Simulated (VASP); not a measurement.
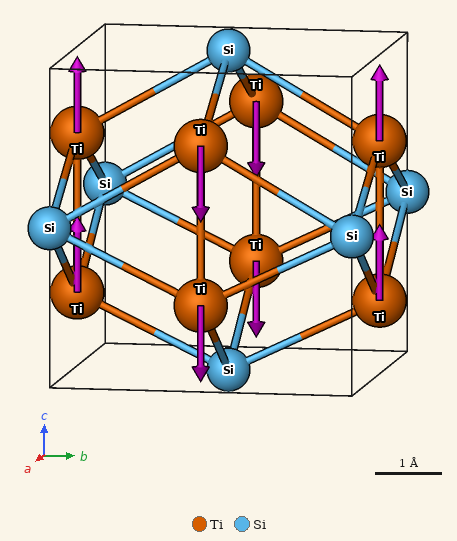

A relaxation of solid Ti₂Si (a generated structure, set up in P4_2/nmc). The starting structure is drawn; purple arrows show the displacements (the part carried along by the change of the cell is left out), magnified 10 times.

The picture is a ball-and-stick view of the cell of the calculation, seen slightly off an axis.

The run lets cell and atoms move.

Method: Kohn-Sham DFT of a periodic cell, PBE, VASP PAW PBE potentials, recommended (VASP).

Input file:
```
PREC = Normal
ENCUT = 520
EDIFF = 1E-4
ISMEAR = 0
SIGMA = 0.15
LREAL = False
LASPH = True
NELM = 60
ALGO = Fast
ISIF = 3
LWAVE = False
LCHARG = False
GGA = PE
IBRION = 2
NSW = 24
EDIFFG = -0.08
```

Command:
```bash
cat potpaw_PBE.64/Ti_sv/POTCAR potpaw_PBE.64/Si/POTCAR > POTCAR
mpirun -np 1 vasp_std > vasp.out
```

Atoms of which element are displaced furthest, and by how much?

Answer. Titanium: up to 0.12 Å, against 0.00 Å for silicon.

What happened in the run?

Answer. After 16 geometry steps the energy has fallen by 193 meV per atom. Largest force component: 0.043 eV/Å at the start, 0.0047 eV/Å at the end. The pressure goes from −2.82 to −0.22 GPa. The largest moves relative to the cell, 0.12 Å, are those of Ti atoms. Si stays in place. Cell: a = b 4.688 → 4.267 Å (−9.0 %), c 4.921 → 5.848 Å (+18.8 %). Volume −1.5 %. Some distances before and after: Ti–Ti 2.460 → 2.924 Å, Ti–Ti 3.321 → 3.017 Å, Si–Ti 2.696 → 2.588 Å, Si–Ti 2.601 → 2.585 Å. Among the angles between lasting bonds that change: Si–Ti–Si 128.6° → 111.2°, Si–Ti–Si 120.8° → 111.1°, Ti–Ti–Si 115.7° → 124.4°. The space group (tolerance 0.01 Å) goes from P4_2/nmc (No. 137) to I4/mmm (No. 139).
